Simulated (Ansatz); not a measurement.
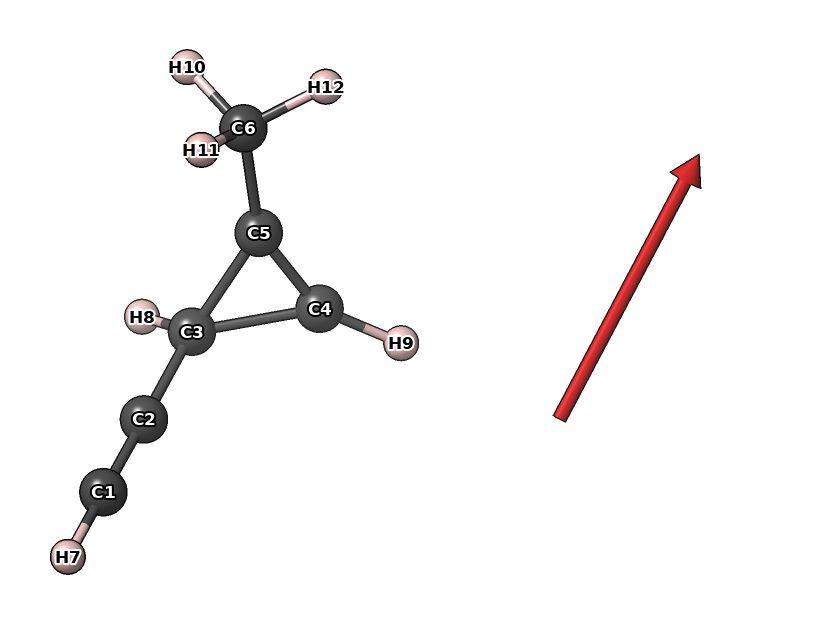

The arrow beside the molecule shows the direction of the dipole moment, from the negative to the positive end (its length means nothing). The geometry was computed by an optimisation with PBE0-D4/def2-TZVP. No frequency run is at hand to confirm it as a minimum. Properties computed with RKS B3LYP-D4/def2-TZVPP (Ansatz 0.2.0).

Question: How large is the dipole moment?

Answer: 1.68 D; it points from the side of H7 to the side of H12 (the outermost atoms at the two ends).
